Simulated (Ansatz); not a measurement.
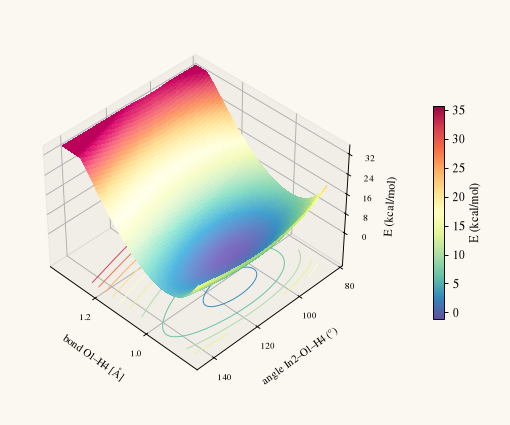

Energy landscape of BrH₂InO, SMILES [OH][InH][Br]. Two internal coordinates are moved rigidly from the geometry relaxed at PBE0-D4/def2-TZVP, all others fixed. The first coordinate is: bond O1–H4; the second: angle In2–O1–H4. The scan uses a 5 × 5 grid. All energies are given in kcal/mol relative to the lowest grid point. Computed with RKS PBE-D4/def2-TZVPP (Ansatz).

Drawn: a relief with its contours projected below, any walls above the top of the colour scale cut off. Between grid points the surface is interpolated. 

> Describe this landscape.

The lowest grid point is at bond O1–H4 = 0.928 Å, angle In2–O1–H4 = 113.2°. The bottom of the well lies between grid points, at about bond O1–H4 = 0.971 Å, angle In2–O1–H4 = 112°, about 1.1 kcal/mol lower on the interpolated surface. It is the only kind of minimum in the scanned range. The highest grid point, bond O1–H4 = 1.345 Å, angle In2–O1–H4 = 143.2°, lies 43.7 kcal/mol above the lowest. Round the minimum the two coordinates are weakly coupled (coupling 0.08 in units of the two stiffnesses).
